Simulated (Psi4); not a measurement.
# Run report: BSiNH$_{5}$ (charge +1), single-point calculation

System: BSiNH$_{5}$, charge +1.
Method: CCSD/6-311+G**, RHF (Psi4 1.11).

The geometry is that of the parent species in another charge or spin state. The geometry comes from this level: PBE0-D4/def2-TZVP.

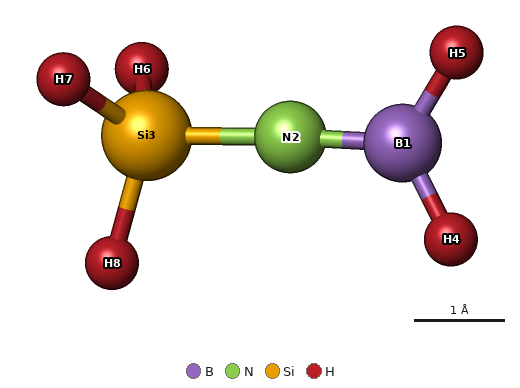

*The input geometry (ball-and-stick view, seen at a tilt; atoms are numbered from 1 in the order of the input).*

Bond lengths as drawn: B–H 1.21 Å, B–N 1.34 Å, H–Si 1.48 to 1.49 Å and N–Si 1.71 Å.

**The input (calc.py)**
```python
import psi4

psi4.set_memory('1600 MB')
psi4.set_num_threads(1)
psi4.set_output_file('run.log', False)

m = psi4.geometry("""
1 1
B     -0.508300     0.661100    -1.507600
N     -0.090200     0.177700    -0.331000
Si     0.418900    -0.502300     1.153500
H     -1.065200    -0.063100    -2.297500
H     -0.333100     1.821900    -1.789300
H     -0.256000     0.168000     2.293100
H      1.890600    -0.381400     1.304000
H      0.035400    -1.939100     1.119200
units angstrom
symmetry c1
""")

options = {'basis': '6-311+G**', 'reference': 'rhf', 'puream': True, 'e_convergence': 1e-09, 'd_convergence': 1e-08, 'scf_type': 'pk', 'num_frozen_docc': 7}
psi4.set_options(options)

e, wfn = psi4.energy('ccsd', return_wfn=True)
print('E =', round(e, 9))
```

Run on 1 thread of AMD EPYC (Zen 5), 176 GiB of memory available, shared host.

Launched with:
```bash
python calc.py
```

**The program's output**
```
h
    h
    h

    -----------------------------------------------------------------------

    Memory:     1.5 GiB
    Threads:    1
                ecpint, einsums, f̶o̶r̶t̶e̶, gauxc, gcp, g̶d̶m̶a̶, geometric, g̶p̶u̶_̶d̶f̶c̶c̶,
                i̶n̶t̶e̶g̶r̶a̶t̶o̶r̶x̶x̶, i̶p̶i̶, libefp, m̶d̶i̶, m̶p̶2̶d̶, m̶r̶c̶c̶, ooo,
                o̶p̶e̶n̶f̶e̶r̶m̶i̶o̶n̶p̶s̶i̶4̶, pcmsolver, p̶s̶i̶4̶f̶o̶c̶k̶c̶i̶, p̶s̶i̶x̶a̶s̶,
                p̶y̶e̶i̶n̶s̶u̶m̶s̶, r̶e̶s̶p̶, s̶i̶m̶i̶n̶t̶, s̶n̶s̶m̶p̶2̶,
                v̶2̶r̶d̶m̶_̶c̶a̶s̶s̶c̶f̶

   => Loading Basis Set <=

    Name: 6-311+G**
    Role: ORBITAL
    Keyword: BASIS

         ---------------------------------------------------------
                                   SCF
                              RHF Reference
                        1 Threads,   1525 MiB Core
         ---------------------------------------------------------

  ==> Geometry <==

    Molecular point group: c1
    Full point group: C1

    Geometry (in Angstrom), charge = 1, multiplicity = 1:

       Center              X                  Y                   Z               Mass
    ------------   -----------------  -----------------  -----------------  -----------------
         B           -0.596778239083     0.741801697494    -1.708762846316    11.009305360000
         N           -0.178678239083     0.258401697494    -0.532162846316    14.003074004430
         SI           0.330421760917    -0.421598302506     0.952337153684    27.976926534650
         H           -1.153678239083     0.017601697494    -2.498662846316     1.007825032230
         H           -0.421578239083     1.902601697494    -1.990462846316     1.007825032230
         H           -0.344478239083     0.248701697494     2.091937153684     1.007825032230
         H            1.802121760917    -0.300698302506     1.102837153684     1.007825032230
         H           -0.053078239083    -1.858398302506     0.918037153684     1.007825032230

  Running in c1 symmetry.

  Rotational constants: A =      2.07191  B =      0.16105  C =      0.15773 [cm^-1]
  Rotational constants: A =  62114.25537  B =   4828.15147  C =   4728.66817 [MHz]
  Nuclear repulsion =   90.859230456664065

  Charge       = 1
  Multiplicity = 1
  Electrons    = 30
  Nalpha       = 15
  Nbeta        = 15

  ==> Algorithm <==

  SCF Algorithm Type is PK.
  DIIS enabled.
  MOM disabled.
  Fractional occupation disabled.
  Guess Type is SAD.
  Energy threshold   = 1.00e-09
  Density threshold  = 1.00e-08
  Integral threshold = 1.00e-12

  ==> Primary Basis <==

  Basis Set: 6-311+G**
    Blend: 6-311+G**
    Number of shells: 54
    Number of basis functions: 104
    Number of Cartesian functions: 107
    Spherical Harmonics?: true
    Max angular momentum: 2

  ==> Integral Setup <==

  Using in-core PK algorithm.
   Calculation information:
      Number of atoms:                   8
      Number of AO shells:              54
      Number of primitives:             93
      Number of atomic orbitals:       107
      Number of basis functions:       104

      Integral cutoff                 1.00e-12
      Number of threads:                 1

  Performing in-core PK
  Using 29817060 doubles for integral storage.
  We computed 987240 shell quartets total.
  Whereas there are 1103355 unique shell quartets.

  ==> DiskJK: Disk-Based J/K Matrices <==

    J tasked:                  Yes
    K tasked:                  Yes
    wK tasked:                  No
    Memory [MiB]:             1144
    Schwarz Cutoff:          1E-12

  Minimum eigenvalue in the overlap matrix is 5.2132430156E-04.
  Reciprocal condition number of the overlap matrix is 7.1500784107E-05.
    Using symmetric orthogonalization.

  ==> Pre-Iterations <==

  SCF Guess: Superposition of Atomic Densities via on-the-fly atomic UHF (no occupation information).

   -------------------------
    Irrep   Nso     Nmo
   -------------------------
     A        104     104
   -------------------------
    Total     104     104
   -------------------------

  ==> Iterations <==

                        Total Energy        Delta E     RMS |[F,P]|

   @RHF iter SAD:  -369.89243588167943   -3.69892e+02   0.00000e+00
   @RHF iter   1:  -370.49416186644999   -6.01726e-01   3.47506e-03 DIIS/ADIIS
   @RHF iter   2:  -370.56655664262308   -7.23948e-02   3.01259e-03 DIIS/ADIIS
   @RHF iter   3:  -370.61317800669678   -4.66214e-02   6.21786e-04 DIIS/ADIIS
   @RHF iter   4:  -370.62331704988190   -1.01390e-02   3.52483e-04 DIIS/ADIIS
   @RHF iter   5:  -370.62623379384814   -2.91674e-03   1.04607e-04 DIIS/ADIIS
   @RHF iter   6:  -370.62656591404323   -3.32120e-04   1.72599e-05 DIIS
   @RHF iter   7:  -370.62657188489266   -5.97085e-06   5.43042e-06 DIIS
   @RHF iter   8:  -370.62657257076421   -6.85872e-07   1.59380e-06 DIIS
   @RHF iter   9:  -370.62657263513512   -6.43709e-08   3.45957e-07 DIIS
   @RHF iter  10:  -370.62657263878805   -3.65293e-09   9.57062e-08 DIIS
   @RHF iter  11:  -370.62657263902804   -2.39993e-10   3.57296e-08 DIIS
   @RHF iter  12:  -370.62657263907130   -4.32578e-11   1.56182e-08 DIIS
   @RHF iter  13:  -370.62657263908056   -9.26548e-12   5.00196e-09 DIIS
  Energy and wave function converged.

  ==> Post-Iterations <==

    Orbital Energies [Eh]
    ---------------------

    Doubly Occupied:

       1A    -69.014821     2A    -15.940340     3A     -7.867704
       4A     -6.362480     5A     -4.471126     6A     -4.468634
       7A     -4.467721     8A     -1.430707     9A     -1.060861
      10A     -0.864060    11A     -0.815175    12A     -0.803872
      13A     -0.773942    14A     -0.691217    15A     -0.666292

    Virtual:

      16A     -0.298221    17A     -0.112611    18A     -0.093242
      19A     -0.063902    20A     -0.060380    21A     -0.055531
      22A     -0.045649    23A     -0.024774    24A     -0.013867
      25A     -0.013583    26A      0.001928    27A      0.017251
      28A      0.045624    29A      0.060686    30A      0.075829
      31A      0.075859    32A      0.087072    33A      0.102360
      34A      0.141798    35A      0.157089    36A      0.175108
      37A      0.204657    38A      0.215631    39A      0.282854
      40A      0.303859    41A      0.320605    42A      0.364469
      43A      0.374740    44A      0.423787    45A      0.444825
      46A      0.526664    47A      0.539182    48A      0.544146
      49A      0.565202    50A      0.614975    51A      0.675122
      52A      0.712229    53A      0.804445    54A      0.867852
      55A      0.871057    56A      0.877743    57A      0.886134
      58A      0.973411    59A      0.999395    60A      1.091035
      61A      1.110948    62A      1.228650    63A      1.238382
      64A      1.238733    65A      1.331688    66A      1.348624
      67A      1.407118    68A      1.453381    69A      1.500242
      70A      1.596986    71A      1.632650    72A      1.647022
      73A      1.687398    74A      1.689992    75A      1.722046
      76A      1.924973    77A      1.956616    78A      1.984170
      79A      2.036621    80A      2.042489    81A      2.064408
      82A      2.201867    83A      2.223653    84A      2.268348
      85A      2.417277    86A      2.462580    87A      2.607547
      88A      2.732060    89A      2.742850    90A      2.795972
      91A      2.813403    92A      2.834024    93A      2.911909
      94A      3.029190    95A      3.979671    96A      4.023296
      97A      4.556582    98A      6.059360    99A     12.086183
     100A     12.088706   101A     12.156726   102A     15.392459
     103A     36.496827   104A    143.872462

    Final Occupation by Irrep:
              A
    DOCC [    15 ]
    NA   [    15 ]
    NB   [    15 ]

  @RHF Final Energy:  -370.62657263908056

   => Energetics <=

    Nuclear Repulsion Energy =             90.8592304566640649
    One-Electron Energy =                -683.5737008770006469
    Two-Electron Energy =                 222.0878977812560890
    Total Energy =                       -370.6265726390805639

Computation Completed

Properties will be evaluated at   0.000000,   0.000000,   0.000000 [a0]

Properties computed using the SCF density matrix

 Multipole Moments:

 ------------------------------------------------------------------------------------
     Multipole            Electronic (a.u.)      Nuclear  (a.u.)        Total (a.u.)
 ------------------------------------------------------------------------------------

 L = 1.  Multiply by 2.5417464519 to convert [e a0] to [Debye]
 Dipole X            :         -0.7762547            0.4168256           -0.3594292
 Dipole Y            :          1.0361729           -0.7081699            0.3280030
 Dipole Z            :         -2.2648615            1.2990956           -0.9657659
 Magnitude           :                                                    1.0814246

 ------------------------------------------------------------------------------------

	total time  =          2 seconds =       0.03 minutes
 MINTS: Wrapper to libmints.

   Calculation information:
      Number of threads:                 1
      Number of atoms:                   8
      Number of AO shells:              54
      Number of SO shells:              54
      Number of primitives:             93
      Number of atomic orbitals:       107
      Number of basis functions:       104

      Number of irreps:                  1
      Integral cutoff                 1.00e-12
      Number of functions per irrep: [ 104 ]

 OEINTS: Overlap, kinetic, potential, dipole, and quadrupole integrals
         stored in file 35.

      Computing two-electron integrals...done
      Computed 13360851 non-zero two-electron integrals.
        Stored in file 33.

	Wfn Parameters:
	--------------------
	Wavefunction         = CCSD
	Number of irreps     = 1
	Number of MOs        = 104
	Number of active MOs = 97
	AO-Basis             = NONE
	Semicanonical        = false
	Reference            = RHF
	Print Level          = 1

	IRREP	# MOs	# FZDC	# DOCC	# SOCC	# VIRT	# FZVR
	-----	-----	------	------	------	------	------
	 A	   104	    7	    8	    0	    89	    0
	Transforming integrals...
	IWL integrals will be deleted.
	(OO|OO)...
	Presorting SO-basis two-electron integrals.
	Sorting File: SO Ints (nn|nn) nbuckets = 1
	Constructing frozen core operators
	Starting first half-transformation.
	Sorting half-transformed integrals.
	First half integral transformation complete.
	Starting second half-transformation.
	Two-electron integral transformation complete.
	(OO|OV)...
	Starting second half-transformation.
	Two-electron integral transformation complete.
	(OO|VV)...
	Starting second half-transformation.
	Two-electron integral transformation complete.
	(OV|OO)...
	Starting first half-transformation.
	Sorting half-transformed integrals.
	First half integral transformation complete.
	Starting second half-transformation.
	Two-electron integral transformation complete.
	(OV|OV)...
	Starting second half-transformation.
	Two-electron integral transformation complete.
	(OV|VV)...
	Starting second half-transformation.
	Two-electron integral transformation complete.
	(VV|OO)...
	Starting first half-transformation.
	Sorting half-transformed integrals.
	First half integral transformation complete.
	Starting second half-transformation.
	Two-electron integral transformation complete.
	(VV|OV)...
	Starting second half-transformation.
	Two-electron integral transformation complete.
	(VV|VV)...
	Starting second half-transformation.
	Two-electron integral transformation complete.
	Frozen core energy     =   -412.22543465132776

	Size of irrep 0 of <ab|cd> integrals:     62.742 (MW) /    501.938 (MB)
	Total:                                    62.742 (MW) /    501.938 (MB)

	Size of irrep 0 of <ia|bc> integrals:      5.640 (MW) /     45.118 (MB)
	Total:                                     5.640 (MW) /     45.118 (MB)

	Size of irrep 0 of tijab amplitudes:       0.507 (MW) /      4.056 (MB)
	Total:                                     0.507 (MW) /      4.056 (MB)

	Nuclear Rep. energy          =     90.85923045666406
	SCF energy                   =   -370.62657263908056
	One-electron energy          =    -84.30848238051263
	Two-electron energy          =     35.04811393609625
	Reference energy             =   -370.62657263908005

	total time  =          7 seconds =       0.12 minutes
            **************************
            *                        *
            *        CCENERGY        *
            *                        *
            **************************

    Nuclear Rep. energy (wfn)     =   90.859230456664065
    SCF energy          (wfn)     = -370.626572639080564
    Reference energy    (file100) = -370.626572639080052

    Input parameters:
    -----------------
    Wave function   =     CCSD
    Reference wfn   =     RHF
    Brueckner       =     No
    Memory (Mbytes) =     1600.0
    Maxiter         =     50
    R_Convergence   =     1.0e-07
    E_Convergence   =     1.0e-09
    Restart         =     Yes
    DIIS            =     Yes
    AO Basis        =     NONE
    ABCD            =     NEW
    Cache Level     =     2
    Cache Type      =     LOW
    Print Level     =     1
    Num. of threads =     1
    # Amps to Print =     10
    Print MP2 Amps? =     No
    Analyze T2 Amps =     No
    Print Pair Ener =     No
    Local CC        =     No
    SCS-MP2         =     False
    SCSN-MP2        =     False
    SCS-CCSD        =     False

MP2 correlation energy -0.3389236454407125
                Solving CC Amplitude Equations
                ------------------------------
  Iter             Energy              RMS        T1Diag      D1Diag    New D1Diag    D2Diag
  ----     ---------------------    ---------   ----------  ----------  ----------   --------
     0        -0.338923645440712    0.000e+00    0.000000    0.000000    0.000000    0.147505
     1        -0.368025824493082    1.087e-01    0.021753    0.078971    0.078971    0.157198
     2        -0.385959585231962    4.789e-02    0.025527    0.088428    0.088428    0.184905
     3        -0.395096664867902    3.445e-02    0.036516    0.128415    0.128415    0.201943
     4        -0.396389356044458    1.532e-02    0.044037    0.154321    0.154321    0.214133
     5        -0.396714274377532    5.677e-03    0.046583    0.163540    0.163540    0.217865
     6        -0.396804942352179    2.067e-03    0.047029    0.165129    0.165129    0.218201
     7        -0.396817248776371    9.775e-04    0.047132    0.165398    0.165398    0.218202
     8        -0.396824872549998    6.281e-04    0.047162    0.165465    0.165465    0.218199
     9        -0.396837662216096    2.796e-04    0.047182    0.165507    0.165507    0.218226
    10        -0.396834339123745    1.274e-04    0.047182    0.165493    0.165493    0.218217
    11        -0.396834938872678    4.861e-05    0.047179    0.165481    0.165481    0.218219
    12        -0.396834524102397    2.200e-05    0.047182    0.165492    0.165492    0.218221
    13        -0.396835506483662    1.086e-05    0.047182    0.165489    0.165489    0.218224
    14        -0.396835861947696    5.029e-06    0.047182    0.165491    0.165491    0.218226
    15        -0.396835919575520    2.434e-06    0.047182    0.165491    0.165491    0.218227
    16        -0.396835896943512    1.254e-06    0.047182    0.165490    0.165490    0.218227
    17        -0.396835876304752    5.891e-07    0.047182    0.165490    0.165490    0.218227
    18        -0.396835870946841    2.412e-07    0.047182    0.165490    0.165490    0.218227
    19        -0.396835880138293    1.223e-07    0.047182    0.165491    0.165491    0.218227
    20        -0.396835884035731    6.074e-08    0.047182    0.165491    0.165491    0.218228
    21        -0.396835886618724    4.303e-08    0.047182    0.165491    0.165491    0.218228
    22        -0.396835887858303    2.970e-08    0.047182    0.165491    0.165491    0.218228
    23        -0.396835887168545    2.293e-08    0.047182    0.165491    0.165491    0.218228
    24        -0.396835887425719    1.417e-08    0.047182    0.165491    0.165491    0.218228

    Iterations converged.

    Largest TIA Amplitudes:
              5   0        -0.1570080271
              4   1         0.0598986082
              7   1         0.0358543578
              4  11         0.0287210984
              5  15        -0.0233555253
              6   0         0.0227095111
              5  34         0.0204772076
              5  18         0.0201397729
              4  27         0.0193264423
              4   6         0.0142564327

    Largest TIjAb Amplitudes:
      5   5   0   0        -0.1211962318
      6   6   0   0        -0.0500573883
      4   5   1   0        -0.0465995121
      5   4   0   1        -0.0465995121
      4   4   0   0        -0.0394748681
      3   3   0   0        -0.0362443542
      0   0   0   0        -0.0317833450
      2   2   0   0        -0.0278105812
      4   4   1   1        -0.0267400846
      4   4  37  37        -0.0216865335

    SCF energy       (wfn)                    = -370.626572639080564
    Reference energy (file100)                = -370.626572639080052

    Opposite-spin MP2 correlation energy      =   -0.273804870081287
    Same-spin MP2 correlation energy          =   -0.065118775359426
    Singles MP2 correlation energy            =   -0.000000000000000
    MP2 correlation energy                    =   -0.338923645440712
      * MP2 total energy                      = -370.965496284520782

    Opposite-spin CCSD correlation energy     =   -0.328215927172181
    Same-spin CCSD correlation energy         =   -0.068619960253538
    Singles CCSD correlation energy           =    0.000000000000000
    CCSD correlation energy                   =   -0.396835887425719
      * CCSD total energy                     = -371.023408526505762
```

**Standard output**
```
E = -371.023408527
```

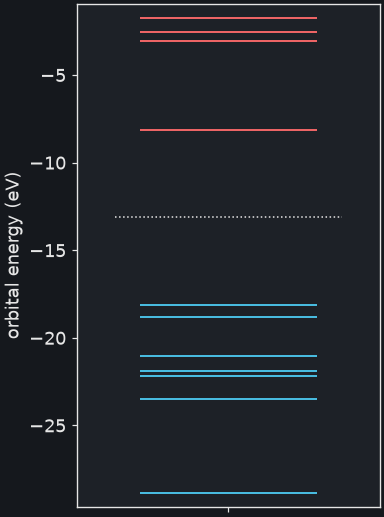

*Orbital energies near the frontier (SCF reference); the dotted line parts filled from empty levels, and levels within 0.02 eV of each other stand side by side.*

Highest filled −18.13 eV, lowest empty −8.12 eV, 10.01 eV apart.

**Key numbers**

- outcome: converged
- total energy: −371.023409 hartree
- SCF energy: −370.626573 hartree
- MP2 energy: −370.965496 hartree
- CCSD energy: −371.023409 hartree
- correlation energy: −0.396836 hartree
- basis functions: 104
- T1 diagnostic: 0.047
- HOMO of the SCF reference: −18.13 eV
- LUMO of the SCF reference: −8.12 eV
- wall time: 27 s
- peak memory: 1.1 GiB

The record of the run, not the program, notes: large T1.
